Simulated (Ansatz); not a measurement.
# SiGeHO (quartet): correlated methods under varied settings at a displaced geometry (v2)

What do other methods and options give for SiGeHO (quartet) at this geometry, and how long do they take?

Method: the settings change from run to run; program: Ansatz 0.2.0, Gaussian basis.

22 further runs of the same task are left out: 9 that didn't finish, 13 set aside as unsound or not needed.

### 1 What is computed

The geometry is a PBE0/def2-TZVP stationary point (not a proven minimum) with its atoms shifted at random (size 0.100 Å). No spin-orbit coupling is included. The filled d shell of Ge may be among the frozen orbitals whatever the setting's name suggests; the logs give the count.

4 atoms, charge 0, spin multiplicity 4.

Atoms are counted from 1 here; the program's logs count them from 0.

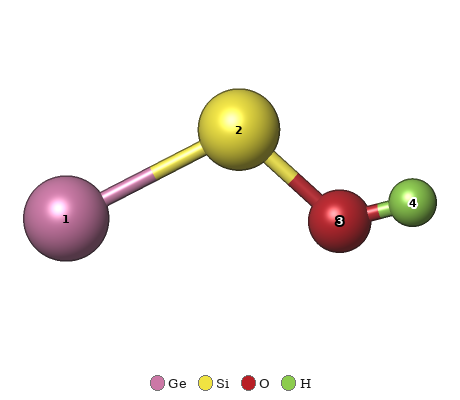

The structure; germanium pink, silicon yellow, oxygen red, hydrogen green; atoms are numbered from 1 in the order of the file.

### 2 CASCI(3,6)/STO-3G

File in.yaml:

```yaml
crystal:
  periodic: [false, false, false]
  atoms:
    - {symbol: Ge, position_ang: [0.051369, -0.085025, 1.029889]}
    - {symbol: Si, position_ang: [-0.113506, 0.633845, -1.248813]}
    - {symbol: O, position_ang: [-0.036885, -0.689382, -2.281335]}
    - {symbol: H, position_ang: [0.046223, -0.591230, -3.212123]}
basis:
  gaussian: {orbitals: STO-3G}
magnetization: {spin_polarized: false, initial_magnetization: 3}
correlation: {active_space: {window: {electrons: 3, orbitals: 6}, fixed_orbitals: true, states: [{multiplicity: 4, weights: [0.5, 1]}]}}
scf: {lower_state_search: off}
output: {forces: true}
```

Command:

```
$ ansatz run in.yaml --threads 1 --pin off --events-out ev --progress --plain --max-ram 2393MiB
```

The log of the run:

```text
Functional definition: HF
  name "HF"
  cite "Fock, Z. Phys. 61, 126 (1930) doi:10.1007/BF01340294"
  parent pbe
  exchange = exact_x
  correlation = 0
these checks for a lower state are left out or cut short: starts, cluster_reference, orbital_swaps, neighbouring_geometries, increment
485 factors; integrals over basis functions are off by at most 6.0e-8 eV
mean field evaluation 1: about -65622.3488 eV, gradient 2.0e1 eV
mean field evaluation 2: about -65622.3898 eV, gradient 2.0e1 eV
mean field evaluation 4: about -65624.1578 eV, gradient 1.8e0 eV
mean field evaluation 8: about -65624.2710 eV, gradient 3.1e-1 eV
mean field evaluation 16: about -65624.2891 eV, gradient 2.2e-6 eV
mean field -65624.28907525 eV, -2411.6481417748 hartree, gradient 2.2e-6 eV, S^2 3.750000; 0 other end points of the search recorded, 0 dependent functions left out
reference -65624.28907525 eV, -2411.6481417748 hartree; 29, 26 occupied and 4, 7 virtual orbitals, 485 factors
state -65624.41065553 eV, -2411.6526097675 hartree
state -65621.12941239 eV, -2411.5320263062 hartree
the calculation of the forces begins
Total energy: -65622.22316010 eV, -2411.5722207933 hartree
Atom 0 at     0.051369    -0.085025     1.029889 Å, force     0.092224     0.260185     1.371998 eV/Å
Atom 1 at    -0.113506     0.633845    -1.248813 Å, force     0.033232    -0.788294    -0.864984 eV/Å
Atom 2 at    -0.036885    -0.689382    -2.281335 Å, force    -0.551813    -0.172134     2.435186 eV/Å
Atom 3 at     0.046223    -0.591230    -3.212123 Å, force     0.426356     0.700242    -2.942200 eV/Å
Dipole moment:    -0.045999     0.614172    -0.713872 e Å
Checks for a lower state left out: starts, cluster_reference, orbital_swaps, neighbouring_geometries, increment
```

It took 0.72 s on 1 thread of Arm Neoverse V2, shared host.

From the report: 20 determinants; active occupations (of the averaged states) 1.00, 0.99, 0.67, 0.33, 0.01, 0.00.

### 3 BCCD(T) on ROHF/cc-pVDZ

File in.yaml:

```yaml
crystal:
  periodic: [false, false, false]
  atoms:
    - {symbol: Ge, position_ang: [0.051369, -0.085025, 1.029889]}
    - {symbol: Si, position_ang: [-0.113506, 0.633845, -1.248813]}
    - {symbol: O, position_ang: [-0.036885, -0.689382, -2.281335]}
    - {symbol: H, position_ang: [0.046223, -0.591230, -3.212123]}
basis:
  gaussian: {orbitals: cc-pVDZ}
magnetization: {spin_polarized: false, initial_magnetization: 3}
correlation: {method: bccd_t, electrons: outside_noble_gas}
accuracy: high
```

Launched as before.

The log of the run (excerpt; [...] marks lines left out):

```text
Functional definition: HF
  name "HF"
  cite "Fock, Z. Phys. 61, 126 (1930) doi:10.1007/BF01340294"
  parent pbe
[...]
1295 factors; integrals over basis functions are off by at most 4.4e-9 eV
[...]
mean field -66386.99506626 eV, -2439.6770699637 hartree, gradient 3.6e-8 eV, S^2 3.750000; 7 other end points of the search recorded, 0 dependent functions left out
[...]
determinant -66386.99506626 eV, -2439.6770699637 hartree, with singles and doubles -66396.49361482 eV, -2440.0261351847 hartree
determinant -66385.55838770 eV, -2439.6242730002 hartree, with singles and doubles -66394.74335852 eV, -2439.9618144521 hartree
determinant -66383.97358121 eV, -2439.5660324359 hartree, with singles and doubles -66393.79009271 eV, -2439.9267825796 hartree
determinant -66383.61173938 eV, -2439.5527349940 hartree, with singles and doubles -66393.26185561 eV, -2439.9073702244 hartree
20 core orbitals not correlated: weight in the atoms' cores, before any rotation towards them, 1.000 or more for the frozen orbitals, at most 0.000 for the correlated occupied ones
reference -66386.99506626 eV, -2439.6770699637 hartree; 9, 6 occupied and 35, 38 virtual orbitals, 1295 factors
second order -8.68267699 eV of doubles, -0.06966623 eV of singles
cycle   1  -9.47219501 eV  change    2.6e-2 eV  update   1.3e-2
[...]
cycle  27  -9.47244927 eV  change  -1.4e-10 eV  update   1.7e-9
perturbative correction -0.34463589 eV, -0.0126651352 hartree
Total energy: -66396.81215142 eV, -2440.0378411888 hartree
```

Run time: 19 s. Hardware: 1 thread of Arm Neoverse V2, shared host; peak memory 0.32 GiB.

From the report: correlation -9.8171 eV; largest double amplitude 0.09.

### 4 CASCI(3,5)/STO-3G

in.yaml: that of step 3 with these lines changed.

```diff
@@ -8,5 +8,5 @@
 basis:
-  gaussian: {orbitals: cc-pVDZ}
+  gaussian: {orbitals: STO-3G}
 magnetization: {spin_polarized: false, initial_magnetization: 3}
-correlation: {method: bccd_t, electrons: outside_noble_gas}
-accuracy: high
+correlation: {active_space: {window: {electrons: 3, orbitals: 5}, fixed_orbitals: true}}
+scf: {lower_state_search: full}
```

The command is unchanged.

The log of the run (excerpt; [...] marks lines left out):

```text
Functional definition: HF
  name "HF"
  cite "Fock, Z. Phys. 61, 126 (1930) doi:10.1007/BF01340294"
  parent pbe
[...]
351 factors; integrals over basis functions are off by at most 3.4e-5 eV
[...]
mean field -65624.28890639 eV, -2411.6481355693 hartree, gradient 2.0e-6 eV, S^2 3.750000; 10 other end points of the search recorded, 0 dependent functions left out
reference -65624.28890639 eV, -2411.6481355693 hartree; 29, 26 occupied and 4, 7 virtual orbitals, 351 factors
state -65624.35647612 eV, -2411.6506187110 hartree
Total energy: -65624.35647612 eV, -2411.6506187110 hartree
```

Run time: 1.2 s. Hardware: 1 thread of Arm Neoverse V2, shared host.

From the report: 10 determinants; active occupations 1.00, 1.00, 1.00, 0.00, 0.00.

### 5 CCSD on ROHF/cc-pVDZ

in.yaml: that of step 4 with these lines changed.

```diff
@@ -8,5 +8,7 @@
 basis:
-  gaussian: {orbitals: STO-3G}
+  gaussian: {orbitals: cc-pVDZ}
 magnetization: {spin_polarized: false, initial_magnetization: 3}
-correlation: {active_space: {window: {electrons: 3, orbitals: 5}, fixed_orbitals: true}}
-scf: {lower_state_search: full}
+correlation: {method: ccsd, electrons: outside_noble_gas}
+accuracy: high
+scf: {lower_state_search: off}
+output: {forces: true}
```

The command is unchanged.

The log of the run (excerpt; [...] marks lines left out):

```text
Functional definition: HF
  name "HF"
  cite "Fock, Z. Phys. 61, 126 (1930) doi:10.1007/BF01340294"
  parent pbe
[...]
1295 factors; integrals over basis functions are off by at most 4.4e-9 eV
[...]
mean field -66386.99506626 eV, -2439.6770699637 hartree, gradient 3.6e-8 eV, S^2 3.750000; 0 other end points of the search recorded, 0 dependent functions left out
20 core orbitals not correlated: weight in the atoms' cores, before any rotation towards them, 1.000 or more for the frozen orbitals, at most 0.000 for the correlated occupied ones
reference -66386.99506626 eV, -2439.6770699637 hartree; 9, 6 occupied and 35, 38 virtual orbitals, 1295 factors
second order -8.68267699 eV of doubles, -0.06966623 eV of singles
cycle   1  -9.11780692 eV  change   -3.6e-1 eV  update   1.0e-1
[...]
cycle  29  -9.49846882 eV  change  -4.3e-10 eV  update   1.7e-9
[...]
Total energy: -66396.49353508 eV, -2440.0261322546 hartree
Atom 0 at     0.051369    -0.085025     1.029889 Å, force     0.018195    -0.177975     0.450500 eV/Å
Atom 1 at    -0.113506     0.633845    -1.248813 Å, force    -0.028946     0.413522    -0.458697 eV/Å
Atom 2 at    -0.036885    -0.689382    -2.281335 Å, force    -0.071484    -0.574351     1.465163 eV/Å
Atom 3 at     0.046223    -0.591230    -3.212123 Å, force     0.082234     0.338805    -1.456966 eV/Å
Dipole moment:     0.011075     0.161766    -0.508249 e Å
Checks for a lower state left out: starts, cluster_reference, orbital_swaps, neighbouring_geometries, increment
```

Run time: 19 s. Hardware: 1 thread of Arm Neoverse V2, shared host; peak memory 0.32 GiB.

From the report: correlation -9.4985 eV; T1 0.023; largest double amplitude 0.09.

### 6 The runs in one table

Where basis and cores are those of an earlier UCCSDT(Q)/cc-pVDZ run (-66396.8931 eV), and the state is the same kind, the miss against it is given.

```tsv
level	correlated	functions	energy (eV)	from UCCSDT(Q) (meV)	time
CASCI(3,6)/STO-3G (mean of several states)		33	-65622.2232		0.72 s
BCCD(T) on ROHF/cc-pVDZ	outside noble gas	64	-66396.8122	81.0	19 s
CASCI(3,5)/STO-3G		33	-65624.3565		1.2 s
CCSD on ROHF/cc-pVDZ	outside noble gas	64	-66396.4935	399.6	19 s
```

### 7 Outcome

| quantity | value |
| --- | --- |
| runs | 4 |
| quickest | CASCI(3,6)/STO-3G (mean of several states), 0.72 s |
| slowest | BCCD(T) on ROHF/cc-pVDZ, 19 s |

In words: Total energies in different bases, with other cores or another treatment of relativity can't be set against each other. BCCD(T) on ROHF/cc-pVDZ took 26 times as long as CASCI(3,6)/STO-3G (mean of several states); the jobs differ in more than the method. Among the correlated runs with a miss given, it spans +81 to +400 meV.
